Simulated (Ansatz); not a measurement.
**A workflow on CH3B2ClO2 (SMILES O=BCl.[BH3-]C#[O+])**

Aim: a series of 55 runs (wB97M-V/aug-cc-pVDZ, r2SCAN50/aug-cc-pVDZ, PBE-D4/aug-cc-pVDZ, PBE/aug-cc-pVDZ, wB97X/aug-cc-pVDZ, PBE-D3(BJ)-ATM/aug-cc-pVDZ, B97M-V/aug-cc-pVDZ, BLYP-D3(BJ)/aug-cc-pVDZ, and more) of CH3B2ClO2. 

Program for the calculation: Ansatz 0.2.0.

**1. The system as given**

The species is CH3B2ClO2 (9 atoms), typed as a singlet with charge 0. SMILES: `O=BCl.[BH3-]C#[O+]`.

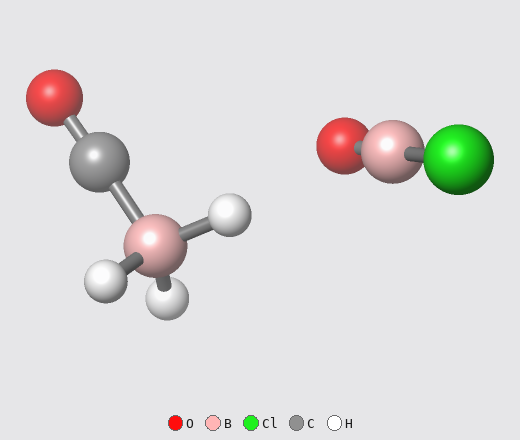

The structure, seen from a chosen angle (oxygen red, boron pink, chlorine green, carbon grey, hydrogen white).

**2. A single-point energy at wB97M-V/aug-cc-pVDZ (run 1)**

run.yaml reads:

```yaml
crystal:
  periodic: [false, false, false]
  atoms:
    - {symbol: O, position_ang: [1.019560, 0.606200, 0.626990]}
    - {symbol: B, position_ang: [0.113080, 0.066620, 0.069470]}
    - {symbol: Cl, position_ang: [-1.132640, -0.672810, -0.696460]}
    - {symbol: B, position_ang: [1.950910, 2.730840, -1.312270]}
    - {symbol: C, position_ang: [1.902060, 3.752050, -0.252070]}
    - {symbol: O, position_ang: [1.870060, 4.561370, 0.553390]}
    - {symbol: H, position_ang: [1.099390, 1.939950, -1.076160]}
    - {symbol: H, position_ang: [3.037640, 2.255650, -1.267950]}
    - {symbol: H, position_ang: [1.754940, 3.320780, -2.324610]}
basis:
  gaussian:
    orbitals: aug-cc-pVDZ
hamiltonian:
  xc: {name: wB97M-V}
```

Command:

```bash
$ ansatz run run.yaml --threads 1 --pin off --max-ram 2610MiB --events-out events.jsonl --progress --plain --runs-dir runs
```

The program printed:

```text
Warning: RAYON_NUM_THREADS=1 ignored (pool sized by the plan → 1); use --threads N
Functional definition: wB97M-V
  name "wB97M-V"
  parameter omega = 0.3/bohr
  parameter cx = 0.15
  parameter cx01 = 1.007
  parameter cx10 = 0.259
  parameter css00 = 0.443
  parameter css04 = -1.437
  parameter css10 = -4.535
  parameter css20 = -3.390
  parameter css43 = 4.278
  parameter cos00 = 1.000
  parameter cos10 = 1.358
  parameter cos20 = 2.924
  parameter cos21 = -8.812
  parameter cos60 = -1.390
  parameter cos61 = 9.142
  parameter b = 6.0
  parameter c = 0.01
  gx(w, u) = 1 - cx + cx01*u + cx10*w
  gss(w, u) = css00 + css04*u^4 + css10*w + css20*w^2 + css43*w^4*u^3
  gos(w, u) = cos00 + cos10*w + (cos20 + cos21*u)*w^2 + (cos60 + cos61*u)*w^6
  exchange = spin_sum(e_x_unif_sr(omega)*gx(b97_w, b97_u_x)) + cx*exact_x_sr(omega) + exact_x_lr(omega)
  correlation = spin_sum(e_c_pw_mod_same_spin*gss(b97_w, b97_u_same))
      + integral(e_c_pw_mod_opposite_spin*gos(b97_w_opposite, b97_u_opposite)) + vv10(b, c)
1476 factors; their error is unknown
634 factors; integrals over basis functions are off by at most 1.3e-5 eV
mean field evaluation 1: about -19046.7810 eV, gradient 6.1e1 eV
mean field evaluation 2: about -19039.2454 eV, gradient 9.2e1 eV
mean field evaluation 4: about -19054.4201 eV, gradient 2.8e0 eV
mean field evaluation 8: about -19054.4382 eV, gradient 7.8e-2 eV
mean field evaluation 16: about -19054.4746 eV, gradient 2.8e-5 eV
mean field -19054.47461023 eV, -700.2390263391 hartree, gradient 2.8e-5 eV, S^2 0.000000; 0 other end points of the search recorded, 0 dependent functions left out
reference -19054.47472065 eV, -700.2390303970 hartree; 26, 26 occupied and 143, 143 virtual orbitals, 1476 factors
Total energy: -19054.47472065 eV, -700.2390303970 hartree
```

It took 38 s on 1 thread of Intel Xeon at 2.50GHz (Skylake/Cascade Lake), shared host; peak memory 0.49 GiB.

**3. BClO: the energy at wB97M-V/aug-cc-pVDZ (run 2)**

in.yaml reads:

```yaml
crystal:
  periodic: [false, false, false]
  atoms:
    - {symbol: O, position_ang: [1.019560, 0.606200, 0.626990]}
    - {symbol: B, position_ang: [0.113080, 0.066620, 0.069470]}
    - {symbol: Cl, position_ang: [-1.132640, -0.672810, -0.696460]}
basis:
  gaussian:
    orbitals: aug-cc-pVDZ
hamiltonian:
  xc: {name: wB97M-V}
```

Command:

```bash
$ ansatz run in.yaml --threads 1 --pin off --max-ram 2610MiB --events-out events.jsonl --progress --plain --runs-dir runs
```

The program printed:

```text
Warning: RAYON_NUM_THREADS=1 ignored (pool sized by the plan → 1); use --threads N
[... 19 set-up lines as earlier in the session ...]
  gx(w, u) = 1 - cx + cx01*u + cx10*w
  gss(w, u) = css00 + css04*u^4 + css10*w + css20*w^2 + css43*w^4*u^3
  gos(w, u) = cos00 + cos10*w + (cos20 + cos21*u)*w^2 + (cos60 + cos61*u)*w^6
[... 2 set-up lines as earlier in the session ...]
      + integral(e_c_pw_mod_opposite_spin*gos(b97_w_opposite, b97_u_opposite)) + vv10(b, c)
688 factors; their error is unknown
240 factors; integrals over basis functions are off by at most 2.7e-5 eV
mean field evaluation 1: about -15241.3524 eV, gradient 5.4e1 eV
mean field evaluation 2: about -15232.7852 eV, gradient 8.9e1 eV
mean field evaluation 4: about -15247.1110 eV, gradient 1.1e0 eV
mean field evaluation 8: about -15247.1614 eV, gradient 2.5e-2 eV
mean field -15247.16142668 eV, -560.3228475334 hartree, gradient 2.4e-5 eV, S^2 0.000000; 0 other end points of the search recorded, 0 dependent functions left out
reference -15247.16148621 eV, -560.3228497208 hartree; 15, 15 occupied and 58, 58 virtual orbitals, 688 factors
Total energy: -15247.16148621 eV, -560.3228497208 hartree
```

Wall time 6.3 s (1 thread of Intel Xeon at 2.50GHz (Skylake/Cascade Lake), shared host); peak memory 0.17 GiB.

Runs 3 to 21 aren't shown in full; the table further down has their settings and results.

**4. BClO: a single-point energy at wB97X/aug-cc-pVDZ (run 22)**

run.yaml reads:

```yaml
crystal:
  periodic: [false, false, false]
  atoms:
    - {symbol: O, position_ang: [1.019560, 0.606200, 0.626990]}
    - {symbol: B, position_ang: [0.113080, 0.066620, 0.069470]}
    - {symbol: Cl, position_ang: [-1.132640, -0.672810, -0.696460]}
basis:
  gaussian:
    orbitals: aug-cc-pVDZ
hamiltonian:
  xc: {name: wB97X}
```

Command:

```bash
$ ansatz run run.yaml --threads 1 --pin off --max-ram 2610MiB --events-out events.jsonl --progress --plain --runs-dir runs
```

The program printed:

```text
Warning: RAYON_NUM_THREADS=1 ignored (pool sized by the plan → 1); use --threads N
Functional definition: wB97X
  name "wB97X"
[... 1 set-up line as earlier in the session ...]
  parameter cx = 0.157706
  parameter cx1 = 0.726479
  parameter cx2 = 1.04760
  parameter cx3 = -5.70635
  parameter cx4 = 13.2794
  parameter css1 = -4.33879
  parameter css2 = 18.2308
  parameter css3 = -31.7430
  parameter css4 = 17.2901
  parameter cos1 = 2.37031
  parameter cos2 = -11.3995
  parameter cos3 = 6.58405
  parameter cos4 = -3.78132
  exchange = spin_sum(e_x_unif_sr(omega)*poly(b97_u_x, 1 - cx, cx1, cx2, cx3, cx4)) + cx*exact_x_sr(omega)
      + exact_x_lr(omega)
  correlation = spin_sum(e_c_pw_same_spin*poly(b97_u_same, 1, css1, css2, css3, css4))
      + integral(e_c_pw_opposite_spin*poly(b97_u_opposite, 1, cos1, cos2, cos3, cos4))
688 factors; their error is unknown
240 factors; integrals over basis functions are off by at most 2.7e-5 eV
mean field evaluation 1: about -15241.5571 eV, gradient 5.5e1 eV
mean field evaluation 2: about -15233.3292 eV, gradient 8.8e1 eV
mean field evaluation 4: about -15247.4997 eV, gradient 9.7e-1 eV
mean field evaluation 8: about -15247.5548 eV, gradient 2.4e-2 eV
mean field -15247.55481567 eV, -560.3373043118 hartree, gradient 3.4e-5 eV, S^2 0.000000; 0 other end points of the search recorded, 0 dependent functions left out
reference -15247.55477266 eV, -560.3373027315 hartree; 15, 15 occupied and 58, 58 virtual orbitals, 688 factors
Total energy: -15247.55477266 eV, -560.3373027315 hartree
```

Run time: 4.2 s. Hardware: 1 thread of Intel Xeon at 2.50GHz (Skylake/Cascade Lake), shared host; peak memory 0.16 GiB.

Runs 23 to 54 aren't shown in full; the table further down has their settings and results.

**5. CH3BO among ghost functions: a single-point energy at RPA@PBE/pcseg-1 (with ghost functions) (run 55)**

in.yaml reads:

```yaml
basis:
  gaussian:
    orbitals: pcseg-1.json
    ghost_atoms: [{symbol: O, position_ang: [1.019560, 0.606200, 0.626990]}, {symbol: B, position_ang: [0.113080, 0.066620, 0.069470]}, {symbol: Cl, position_ang: [-1.132640, -0.672810, -0.696460]}]
crystal:
  periodic: [false, false, false]
  atoms:
    - {symbol: B, position_ang: [1.950910, 2.730840, -1.312270]}
    - {symbol: C, position_ang: [1.902060, 3.752050, -0.252070]}
    - {symbol: O, position_ang: [1.870060, 4.561370, 0.553390]}
    - {symbol: H, position_ang: [1.099390, 1.939950, -1.076160]}
    - {symbol: H, position_ang: [3.037640, 2.255650, -1.267950]}
    - {symbol: H, position_ang: [1.754940, 3.320780, -2.324610]}
correlation: {method: rpa, frozen_orbitals: {B: 1, C: 1, H: 0, O: 1}}
hamiltonian: {xc: pbe}
```

The basis set pcseg-1 is read from a file made from the Basis Set Exchange's data (not shown).

Command:

```bash
$ ansatz run in.yaml --threads 1 --pin off --max-ram 2610MiB --events-out events.jsonl --progress --plain --runs-dir runs
```

The program printed:

```text
Warning: RAYON_NUM_THREADS=1 ignored (pool sized by the plan → 1); use --threads N
Functional definition: PBE
  name "PBE"
  parameter kappa = 0.804
  parameter beta = 0.06672455060314922
  exchange = pbe_x(kappa = kappa, mu = beta*pi^2/3)
  correlation = pbe_c(beta = beta)
854 factors; integrals over basis functions are off by at most 1.1e-3 eV
mean field evaluation 1: about -3798.4764 eV, gradient 4.0e1 eV
mean field evaluation 2: about -3798.4707 eV, gradient 4.0e1 eV
mean field evaluation 4: about -3802.7741 eV, gradient 1.3e1 eV
mean field evaluation 8: about -3803.3110 eV, gradient 1.8e-1 eV
mean field evaluation 16: about -3803.3097 eV, gradient 1.4e-5 eV
mean field -3803.30966857 eV, -139.7690523442 hartree, gradient 1.5e-6 eV, S^2 0.000000; 0 other end points of the search recorded, 0 dependent functions left out
3 core orbitals not correlated: weight in the atoms' cores, before any rotation towards them, 1.000 or more for the frozen orbitals, at most 0.000 for the correlated occupied ones
reference -3784.12494318 eV, -139.0640266899 hartree; 8, 8 occupied and 92, 92 virtual orbitals, 854 factors
Total energy: -3801.91437169 eV, -139.7177761293 hartree
```

Wall time 6.3 s (1 thread of Intel Xeon at 2.50GHz (Skylake/Cascade Lake), shared host); peak memory 0.17 GiB.

**6. The series**

```
run                                              level      fragment atoms  contact  frozen core orbitals               partner  energy (Eh)  wall time
  1                                wB97M-V/aug-cc-pVDZ                   –        –                     –                  base  -700.239030       38 s
  2                                wB97M-V/aug-cc-pVDZ           (1, 2, 3)     base                     –              fragment  -560.322850      6.3 s
  3         wB97M-V/aug-cc-pVDZ (with ghost functions)           (1, 2, 3)     base                     –  fragment with ghosts  -560.323208       31 s
  4                                wB97M-V/aug-cc-pVDZ  (4, 5, 6, 7, 8, 9)     base                     –              fragment  -139.920239       11 s
  5         wB97M-V/aug-cc-pVDZ (with ghost functions)  (4, 5, 6, 7, 8, 9)     base                     –  fragment with ghosts  -139.920618       27 s
  6                               r2SCAN50/aug-cc-pVDZ                   –        –                     –                  base  -700.103419       19 s
  7                               r2SCAN50/aug-cc-pVDZ           (1, 2, 3)     base                     –              fragment  -560.249676      3.3 s
  8        r2SCAN50/aug-cc-pVDZ (with ghost functions)           (1, 2, 3)     base                     –  fragment with ghosts  -560.250080       12 s
  9                               r2SCAN50/aug-cc-pVDZ  (4, 5, 6, 7, 8, 9)     base                     –              fragment  -139.858605      5.1 s
 10        r2SCAN50/aug-cc-pVDZ (with ghost functions)  (4, 5, 6, 7, 8, 9)     base                     –  fragment with ghosts  -139.858896       12 s
 11                                 PBE-D4/aug-cc-pVDZ                   –        –                     –                  base  -699.874346      9.3 s
 12                                 PBE-D4/aug-cc-pVDZ           (1, 2, 3)     base                     –              fragment  -560.066475      1.8 s
 13          PBE-D4/aug-cc-pVDZ (with ghost functions)           (1, 2, 3)     base                     –  fragment with ghosts  -560.066882      6.9 s
 14                                 PBE-D4/aug-cc-pVDZ  (4, 5, 6, 7, 8, 9)     base                     –              fragment  -139.811148      2.7 s
 15          PBE-D4/aug-cc-pVDZ (with ghost functions)  (4, 5, 6, 7, 8, 9)     base                     –  fragment with ghosts  -139.811514        6 s
 16                                    PBE/aug-cc-pVDZ                   –        –                     –                  base  -699.868357      9.3 s
 17                                    PBE/aug-cc-pVDZ           (1, 2, 3)     base                     –              fragment  -560.064733      1.9 s
 18             PBE/aug-cc-pVDZ (with ghost functions)           (1, 2, 3)     base                     –  fragment with ghosts  -560.065140      7.2 s
 19                                    PBE/aug-cc-pVDZ  (4, 5, 6, 7, 8, 9)     base                     –              fragment  -139.808825      2.6 s
 20             PBE/aug-cc-pVDZ (with ghost functions)  (4, 5, 6, 7, 8, 9)     base                     –  fragment with ghosts  -139.809190      8.1 s
 21                                  wB97X/aug-cc-pVDZ                   –        –                     –                  base  -700.270361       29 s
 22                                  wB97X/aug-cc-pVDZ           (1, 2, 3)     base                     –              fragment  -560.337303      4.2 s
 23           wB97X/aug-cc-pVDZ (with ghost functions)           (1, 2, 3)     base                     –  fragment with ghosts  -560.337666       22 s
 24                                  wB97X/aug-cc-pVDZ  (4, 5, 6, 7, 8, 9)     base                     –              fragment  -139.936792      6.9 s
 25           wB97X/aug-cc-pVDZ (with ghost functions)  (4, 5, 6, 7, 8, 9)     base                     –  fragment with ghosts  -139.937167       21 s
 26                         PBE-D3(BJ)-ATM/aug-cc-pVDZ                   –        –                     –                  base  -699.874592      9.3 s
 27                         PBE-D3(BJ)-ATM/aug-cc-pVDZ           (1, 2, 3)     base                     –              fragment  -560.066355        2 s
 28  PBE-D3(BJ)-ATM/aug-cc-pVDZ (with ghost functions)           (1, 2, 3)     base                     –  fragment with ghosts  -560.066762      7.5 s
 29                         PBE-D3(BJ)-ATM/aug-cc-pVDZ  (4, 5, 6, 7, 8, 9)     base                     –              fragment  -139.811488      2.8 s
 30  PBE-D3(BJ)-ATM/aug-cc-pVDZ (with ghost functions)  (4, 5, 6, 7, 8, 9)     base                     –  fragment with ghosts  -139.811854      8.1 s
 31                                 B97M-V/aug-cc-pVDZ                   –        –                     –                  base  -700.206094       33 s
 32                                 B97M-V/aug-cc-pVDZ           (1, 2, 3)     base                     –              fragment  -560.240977      5.4 s
 33          B97M-V/aug-cc-pVDZ (with ghost functions)           (1, 2, 3)     base                     –  fragment with ghosts  -560.241453       26 s
 34                                 B97M-V/aug-cc-pVDZ  (4, 5, 6, 7, 8, 9)     base                     –              fragment  -139.969085      8.4 s
 35          B97M-V/aug-cc-pVDZ (with ghost functions)  (4, 5, 6, 7, 8, 9)     base                     –  fragment with ghosts  -139.969427       25 s
 36                            BLYP-D3(BJ)/aug-cc-pVDZ                   –        –                     –                  base  -700.297574        9 s
 37                            BLYP-D3(BJ)/aug-cc-pVDZ           (1, 2, 3)     base                     –              fragment  -560.354448      2.1 s
 38     BLYP-D3(BJ)/aug-cc-pVDZ (with ghost functions)           (1, 2, 3)     base                     –  fragment with ghosts  -560.354854      9.3 s
 39                            BLYP-D3(BJ)/aug-cc-pVDZ  (4, 5, 6, 7, 8, 9)     base                     –              fragment  -139.946747      3.6 s
 40     BLYP-D3(BJ)/aug-cc-pVDZ (with ghost functions)  (4, 5, 6, 7, 8, 9)     base                     –  fragment with ghosts  -139.947252      8.4 s
 41                                  BHLYP/aug-cc-pVDZ                   –        –                     –                  base  -700.212326       14 s
 42                                  BHLYP/aug-cc-pVDZ           (1, 2, 3)     base                     –              fragment  -560.321038      2.3 s
 43           BHLYP/aug-cc-pVDZ (with ghost functions)           (1, 2, 3)     base                     –  fragment with ghosts  -560.321435      9.9 s
 44                                  BHLYP/aug-cc-pVDZ  (4, 5, 6, 7, 8, 9)     base                     –              fragment  -139.897469      3.6 s
 45           BHLYP/aug-cc-pVDZ (with ghost functions)  (4, 5, 6, 7, 8, 9)     base                     –  fragment with ghosts  -139.897836      9.3 s
 46                                      BHLYP/pcseg-1                   –        –                     –                  base  -700.107943      7.2 s
 47                                      BHLYP/pcseg-1           (1, 2, 3)     base                     –              fragment  -560.261408      1.3 s
 48               BHLYP/pcseg-1 (with ghost functions)           (1, 2, 3)     base                     –  fragment with ghosts  -560.261841      4.8 s
 49                                      BHLYP/pcseg-1  (4, 5, 6, 7, 8, 9)     base                     –              fragment  -139.852950      1.5 s
 50               BHLYP/pcseg-1 (with ghost functions)  (4, 5, 6, 7, 8, 9)     base                     –  fragment with ghosts  -139.853039      3.9 s
 51                                    RPA@PBE/pcseg-1                   –        –                    10                  base  -699.339484        9 s
 52                                    RPA@PBE/pcseg-1           (1, 2, 3)     base                     7              fragment  -559.628211      1.7 s
 53             RPA@PBE/pcseg-1 (with ghost functions)           (1, 2, 3)     base                     7  fragment with ghosts  -559.630225      6.9 s
 54                                    RPA@PBE/pcseg-1  (4, 5, 6, 7, 8, 9)     base                     3              fragment  -139.716754      2.5 s
 55             RPA@PBE/pcseg-1 (with ghost functions)  (4, 5, 6, 7, 8, 9)     base                     3  fragment with ghosts  -139.717776      6.3 s
```

**7. Outcome**

| quantity | value |
| --- | --- |
| CH3BO among ghost functions, run 55: total energy | -139.71778 Eh |
| CH3BO among ghost functions, run 55: RPA correlation energy (valence) | -653.7 mEh |
| interaction energy of the rigid parts BClO and CH3BO (parts in their own basis), wB97M-V/aug-cc-pVDZ | 0.110 eV |
| interaction energy of the rigid parts BClO and CH3BO (parts in the whole basis, counterpoise), PBE-D4/aug-cc-pVDZ | 0.110 eV |
| interaction energy of the rigid parts BClO and CH3BO (parts in their own basis), PBE-D3(BJ)-ATM/aug-cc-pVDZ | 0.088 eV |
| interaction energy of the rigid parts BClO and CH3BO (parts in the whole basis, counterpoise), PBE-D3(BJ)-ATM/aug-cc-pVDZ | 0.109 eV |
| interaction energy of the rigid parts BClO and CH3BO (parts in the whole basis, counterpoise), BLYP-D3(BJ)/aug-cc-pVDZ | 0.123 eV |
| interaction energy of the rigid parts BClO and CH3BO (parts in their own basis), BLYP-D3(BJ)/aug-cc-pVDZ | 0.099 eV |
| interaction energy of the rigid parts BClO and CH3BO (parts in their own basis), BHLYP/pcseg-1 | 0.175 eV |
| interaction energy of the rigid parts BClO and CH3BO (parts in their own basis), RPA@PBE/pcseg-1 | 0.149 eV |

What this shows: At wB97M-V/aug-cc-pVDZ: the interaction energy of the rigid parts BClO and CH3BO (parts in their own basis) is 0.11 eV (10.7 kJ/mol): the parts repel at this shape. At PBE-D4/aug-cc-pVDZ: the interaction energy of the rigid parts BClO and CH3BO (parts in the whole basis, counterpoise) is 0.11 eV (10.6 kJ/mol): the parts repel at this shape. At PBE-D3(BJ)-ATM/aug-cc-pVDZ: the interaction energy of the rigid parts BClO and CH3BO (parts in their own basis) is 0.09 eV (8.5 kJ/mol): the parts repel at this shape. At PBE-D3(BJ)-ATM/aug-cc-pVDZ: the interaction energy of the rigid parts BClO and CH3BO (parts in the whole basis, counterpoise) is 0.11 eV (2.5 kcal/mol): the parts repel at this shape. The basis-set superposition error is 2.0 kJ/mol. At BLYP-D3(BJ)/aug-cc-pVDZ: the interaction energy of the rigid parts BClO and CH3BO (parts in the whole basis, counterpoise) is 0.12 eV (11.9 kJ/mol): the parts repel at this shape. Totals of different functionals can't be ranked against each other. All runs together took 9.1 min, the longest 38 s.
